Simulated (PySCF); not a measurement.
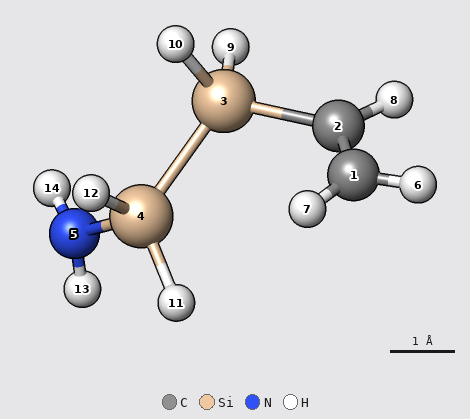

**Figure 1.** The input geometry (ball-and-stick view, seen at a tilt; atoms are numbered from 1 in the order of the input). Bond lengths as drawn: C–C 1.34 Å, C–H 1.05 to 1.12 Å, C–Si 1.96 Å, H–N 1.01 to 1.02 Å, H–Si 1.41 to 1.54 Å, N–Si 1.73 Å and Si–Si 2.25 Å.

**NMR shielding calculation of C₂H₉NSi₂**

C₂H₉NSi₂, computed with GIAO PBE0/pcSseg-1 NMR shielding, non-relativistic, gas phase (PySCF 2.14.0).

The geometry comes from this level: GFN2-xTB, MD frame at 425 fs, 300 K. It belongs to a series of runs on one base structure; here: MD frame at 425 fs, 300 K. Figures and captions count atoms from 1; the log counts them from 0 in places.

### The program's output
```
coarse grid: 12064 points
cycle   1  E = -714.8012675932  dE =  2.012e-01  |g| = 4.807e-01  |ddm| = 3.266e+00
cycle   2  E = -714.7666699814  dE =  3.460e-02  |g| = 6.216e-01  |ddm| = 8.759e-01
cycle   3  E = -714.8542860207  dE = -8.762e-02  |g| = 5.526e-02  |ddm| = 5.583e-01
cycle   4  E = -714.8549058435  dE = -6.198e-04  |g| = 2.361e-02  |ddm| = 7.367e-02
cycle   5  E = -714.8550443948  dE = -1.386e-04  |g| = 5.570e-03  |ddm| = 2.399e-02
cycle   6  E = -714.8550513357  dE = -6.941e-06  |g| = 2.776e-03  |ddm| = 7.620e-03
final grid: 105608 points
cycle   7  E = -714.8802960350  dE = -1.245e-05  |g| = 8.359e-03  |ddm| = 1.875e-02
cycle   8  E = -714.8802737203  dE =  2.231e-05  |g| = 1.268e-02  |ddm| = 1.671e-02
cycle   9  E = -714.8803127628  dE = -3.904e-05  |g| = 1.407e-03  |ddm| = 9.972e-03
cycle  10  E = -714.8803132394  dE = -4.766e-07  |g| = 2.721e-04  |ddm| = 1.153e-03
cycle  11  E = -714.8803132569  dE = -1.758e-08  |g| = 8.863e-05  |ddm| = 3.170e-04
cycle  12  E = -714.8803132587  dE = -1.774e-09  |g| = 2.109e-05  |ddm| = 9.409e-05
cycle  13  E = -714.8803132588  dE = -1.186e-10  |g| = 4.704e-06  |ddm| = 3.062e-05
```

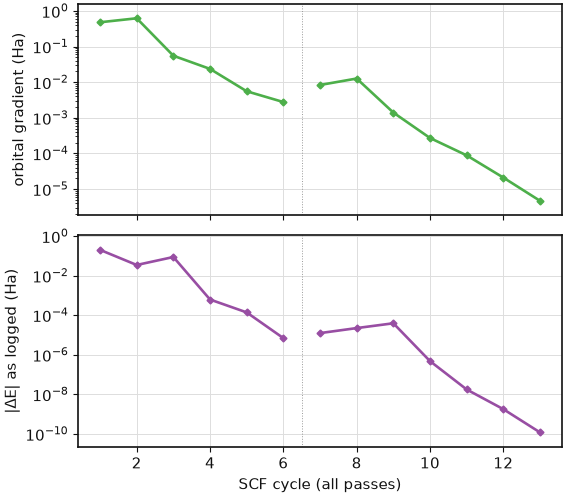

**Figure 2.** Convergence of the self-consistent field: orbital gradient and size of the energy change against the SCF cycle. The dotted line marks the change from a coarse to the final integration grid. The first 6 cycles use a coarse grid, the final grid takes over at cycle 7, and the field converges after 13 cycles in all.

```
converged SCF energy = -714.8803132588

GIAO shielding tensors (ppm)
atom      isotropic    diamagn.    paramagn.     s11        s22        s33       span
  0 C       41.729     253.993    -212.264    -96.043     53.242    167.988    264.031
  1 C       38.586     261.940    -223.354    -87.462     35.611    167.608    255.070
  2 Si     434.747     882.775    -448.028    402.957    407.999    493.285     90.329
  3 Si     391.423     880.004    -488.581    340.490    362.114    471.666    131.176
  4 N      276.689     315.761     -39.071    232.491    265.071    332.507    100.016
  5 H       25.551      29.202      -3.651     20.710     24.739     31.203     10.493
  6 H       25.807      33.869      -8.062     20.791     26.145     30.486      9.696
  7 H       24.396      29.270      -4.873     22.457     24.077     26.655      4.199
  8 H       28.264      31.576      -3.312     25.058     26.599     33.134      8.076
  9 H       26.503      29.828      -3.325     23.841     24.859     30.810      6.969
 10 H       26.152      30.250      -4.098     23.333     25.502     29.621      6.288
 11 H       26.086      30.359      -4.274     21.869     25.648     30.740      8.871
 12 H       31.818      29.389       2.429     23.488     28.112     43.854     20.366
 13 H       31.949      29.841       2.108     23.979     28.695     43.172     19.192
```

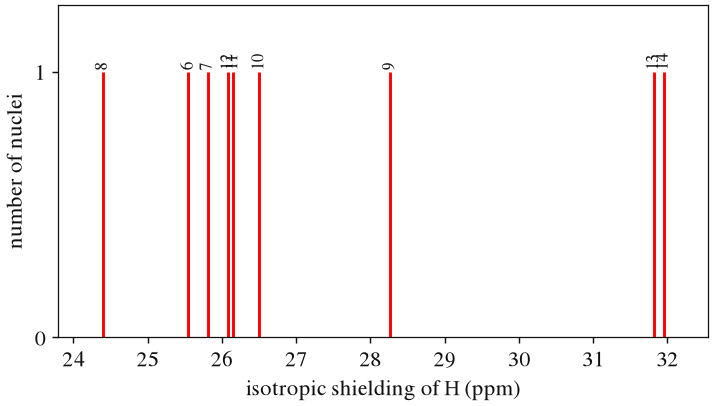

**Figure 3.** Isotropic shieldings of the hydrogen nuclei in this fixed geometry, labelled by atom number; shielding grows to the right, so chemical shift grows to the left. The least shielded is H8 (24.4 ppm), the most shielded H14 (31.9 ppm).

This output came from the following input.

### Input file
```
{"job": {"kind": "nmr", "xc": "PBE0", "basis": "pcSseg-1", "pop": false}, "charge": 0, "multiplicity": 1}
C     -2.343700    -0.464100    -0.596700
C     -1.987500     0.416600     0.344900
Si    -0.135900     1.017200     0.602700
Si     1.275400    -0.696200     0.260600
N      2.585800    -0.761200     1.380800
H     -3.359100    -0.720200    -0.576500
H     -1.679100    -0.982800    -1.219100
H     -2.785800     0.801800     1.031500
H     -0.116500     1.950200     1.660500
H      0.328200     1.886500    -0.581200
H      0.811300    -2.126900     0.145100
H      1.788600    -0.370100    -1.083100
H      2.642200    -1.598800     1.934000
H      2.981100     0.035300     1.882800
```

The first line tells a small driver script what to run in PySCF; the rest is the geometry in Å.

Launch command:
```bash
OMP_NUM_THREADS=1 python <driver script> task.json out
```

### Summary

| quantity | value |
| --- | --- |
| outcome | converged |
| total energy | −714.880313 hartree |
| HOMO | −6.79 eV |
| LUMO | −0.76 eV |
| dipole moment | 1.93 D |
| isotropic shielding, C | 38.6 to 41.7 ppm |
| isotropic shielding, Si | 391.4 to 434.7 ppm |
| isotropic shielding, N | 276.7 ppm |
| isotropic shielding, H | 24.4 to 31.9 ppm |
| hardware | 1 CPU thread, shared host |
| wall time | 27 s |
| peak memory | 0.73 GiB |
